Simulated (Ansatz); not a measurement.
# CH5ClZn: the cost of one run

Computed with Ansatz 0.2.0, Gaussian basis. Level: PBE0-D4, def2-SVP first, then def2-TZVP.

152 further runs of the same task are left out: 152 set aside as unsound or not needed.

**1. The starting structure**

The guess: 8 atoms, charge 0, spin multiplicity 1.

Atoms are counted from 1 here; the program's logs count them from 0.

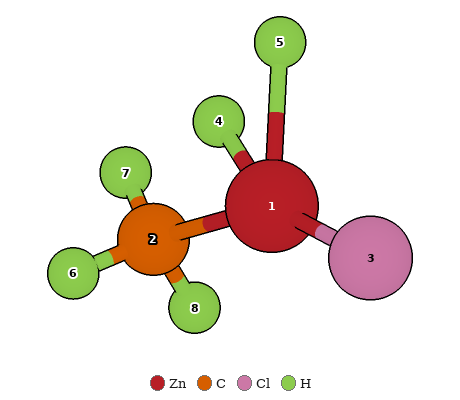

Start geometry, drawn with zinc red, carbon orange, chlorine pink, hydrogen green; atoms are numbered from 1 in the order of the file.

As a file:

```mol
CH5ClZn
  3D, bonds by distance, orders not assigned

  8  7  0  0  0  0  0  0  0  0999 V2000
   -0.8287    0.1053   -0.7941 Zn  0  0
    0.8852   -0.4196    0.4093 C   0  0
   -2.0533   -0.1017   -2.4713 Cl  0  0
   -0.3119    0.6672    0.5954 H   0  0
   -1.3569    1.4373    0.4957 H   0  0
    1.7591   -0.2387   -0.2116 H   0  0
    1.1085    0.0356    1.3721 H   0  0
    0.7981   -1.4855    0.6045 H   0  0
  1  2  8  0
  1  3  8  0
  1  4  8  0
  1  5  8  0
  2  6  8  0
  2  7  8  0
  2  8  8  0
M  END
```

Distances that are to change: Zn1–H5 1.93 Å, C2–H4 1.63 Å, Zn1–C2 2.16 Å, H4–H5 1.30 Å.

**2. Constrained relaxation of the guess**

Contents of hold/in.yaml:

```yaml
crystal:
  periodic: [false, false, false]
  atoms:
    - {symbol: Zn, position_ang: [-0.828700, 0.105300, -0.794100]}
    - {symbol: C, position_ang: [0.885200, -0.419600, 0.409300]}
    - {symbol: Cl, position_ang: [-2.053300, -0.101700, -2.471300]}
    - {symbol: H, position_ang: [-0.311900, 0.667200, 0.595400]}
    - {symbol: H, position_ang: [-1.356900, 1.437300, 0.495700]}
    - {symbol: H, position_ang: [1.759100, -0.238700, -0.211600]}
    - {symbol: H, position_ang: [1.108500, 0.035600, 1.372100]}
    - {symbol: H, position_ang: [0.798100, -1.485500, 0.604500]}
basis:
  gaussian: {orbitals: def2-SVP}
hamiltonian: {xc: pbe0, dispersion: d4}
relax: {f_tol: 0.04, max_steps: 150, escape_saddle: false, constraints: [{distance: [0, 4]}, {distance: [1, 3]}, {distance: [0, 1]}, {distance: [3, 4]}]}
```

Started as:

```bash
$ ansatz run in.yaml --threads 4 --pin off --events-out ev --progress --plain --max-ram 9574MiB
```

**Question.** How long does this run take on 4 threads of Intel Xeon at 2.50GHz, shared host?

About 23 s.
